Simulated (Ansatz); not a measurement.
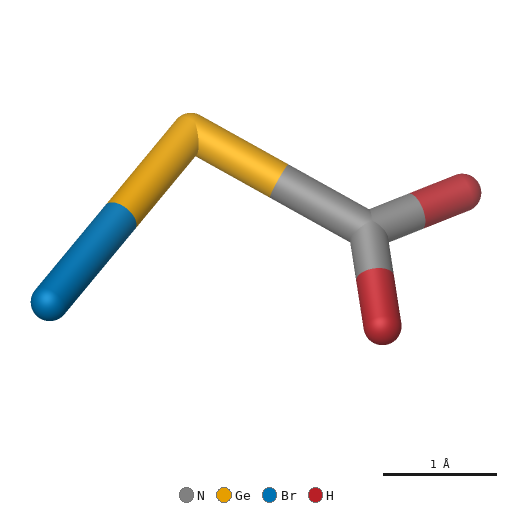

Stick drawing of a structure. Every bond is drawn as one stick, whatever its order.

Give the formula.

Answer. BrGeH2N, 5 atoms: 1 bromine, 1 germanium, 2 hydrogen and 1 nitrogen.

What is the point group of this geometry?

Answer. Cs.

How many sets of symmetry-equivalent atoms are there?

Answer. 5: 1 N, 1 Ge, 1 Br, 1 H, 1 H.

Give a SMILES string for it.

Answer. [NH2][Ge][Br]

The parts below concern this one geometry. Atoms keep their numbers from picture to picture. The geometry was computed by an optimisation with PBE0-D4/def2-TZVP.

## Shape

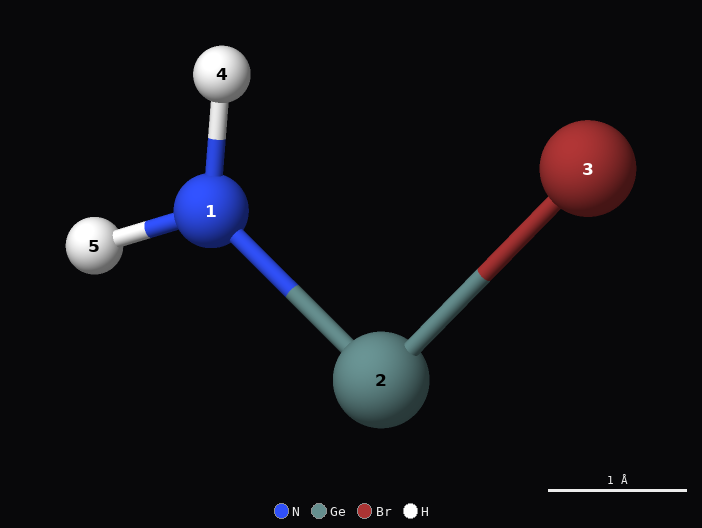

The atoms are numbered.

Give the bond lengths.

```tsv
bond	length (Å)
N1–Ge2	1.811
N1–H4	1.009
N1–H5	1.009
Ge2–Br3	2.372
```

## Levels of theory compared

Program: Ansatz 0.2.0.

Tabulate HOMO–LUMO gap (eV) at these levels: B97M-V/def2-TZVPP; BHLYP-D4/def2-TZVPP; HSE06-D4/def2-TZVPP; PBE-D4/def2-TZVPP; PBE0-D4/def2-QZVPP; PBE0-D4/def2-SVP; PBE0-D4/def2-TZVPP; r2SCANh-D4/def2-TZVPP; revPBE-D4/def2-TZVPP; ωB97M-V/def2-SVP; ωB97X-V/def2-TZVPP.

| level | HOMO–LUMO gap (eV) |
| --- | --- |
| B97M-V/def2-TZVPP | 4.07 |
| BHLYP-D4/def2-TZVPP | 7.26 |
| HSE06-D4/def2-TZVPP | 4.71 |
| PBE-D4/def2-TZVPP | 3.65 |
| PBE0-D4/def2-QZVPP | 5.45 |
| PBE0-D4/def2-SVP | 5.49 |
| PBE0-D4/def2-TZVPP | 5.47 |
| r2SCANh-D4/def2-TZVPP | 4.66 |
| revPBE-D4/def2-TZVPP | 3.67 |
| ωB97M-V/def2-SVP | 9.53 |
| ωB97X-V/def2-TZVPP | 9.69 |

## Thermal motion

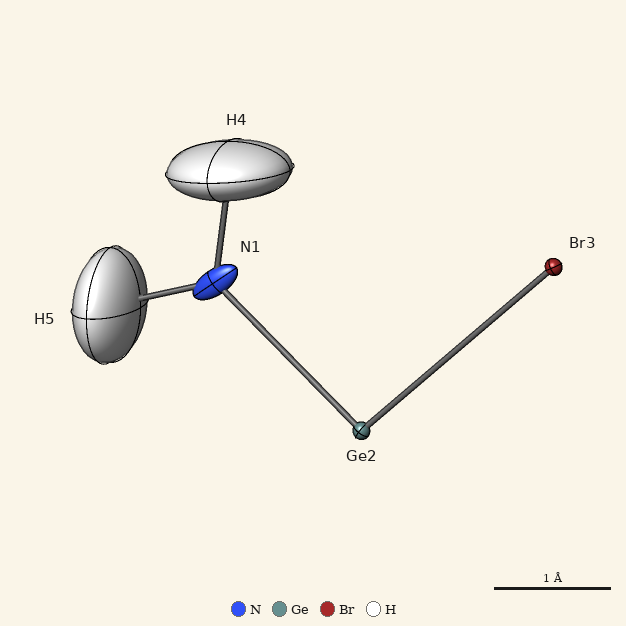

Displacement ellipsoids at the 50 % level, enlarged 2 times, from the internal vibrations of the free molecule (harmonic, no overall translation or rotation; no half-axis is drawn under 0.075 Å). Vibrations computed with RKS PBE0-D4/def2-TZVP (Ansatz 0.2.0). Temperature: 200 K.

Which atom moves most?

Answer. H5, with U_eq = 0.0238 Å².

Does H4 move more along its bond or across it?

Answer. Across it: the root-mean-square amplitude is 0.088 Å along the bond and up to 0.180 Å across, since bending and torsion are softer than stretching.

List U_eq and the three principal root-mean-square amplitudes for each kind of atom.

```tsv
atom	U_eq (Å²)	rms amplitudes (Å)
N1	0.0026	0.024, 0.035, 0.077
Ge2	0.00029	0.002, 0.015, 0.026
Br3	0.00025	0.001, 0.012, 0.025
H4	0.0237	0.082, 0.179, 0.180
H5	0.0238	0.091, 0.163, 0.191
```

## Charges

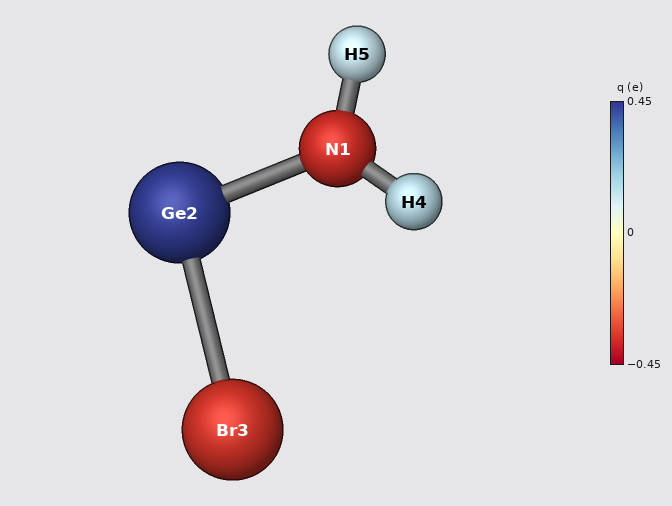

Atoms are coloured by their Mulliken charges. Level of theory: RKS ωB97M-V/def2-TZVPP (Ansatz 0.2.0).

Give the Mulliken charges atom by atom.

```json
{"atom": "N1", "value (e)": "−0.36"}
{"atom": "Ge2", "value (e)": "0.44"}
{"atom": "Br3", "value (e)": "−0.35"}
{"atom": "H4", "value (e)": "0.15"}
{"atom": "H5", "value (e)": "0.13"}
```

## Dipole moment

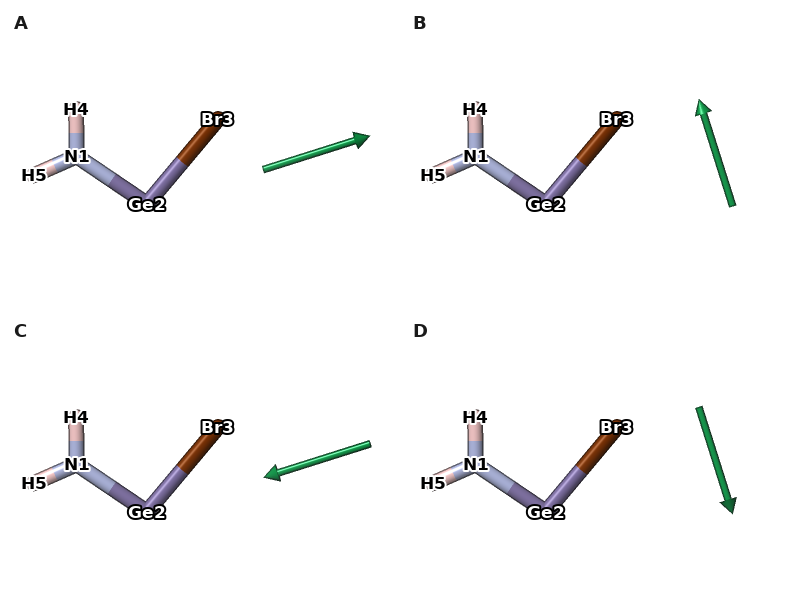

The same molecule four times, each with an arrow. Properties computed with RKS PBE0-D4/def2-TZVP (Ansatz 0.2.0).

Which arrow points along the dipole moment, from the negative to the positive end?

Answer. C. The dipole moment is 3.01 D; it points from the side of Br3 to the side of H5 (the outermost atoms at the two ends).

Mulliken values depend strongly on the basis set and can even reverse the polarity of a bond.
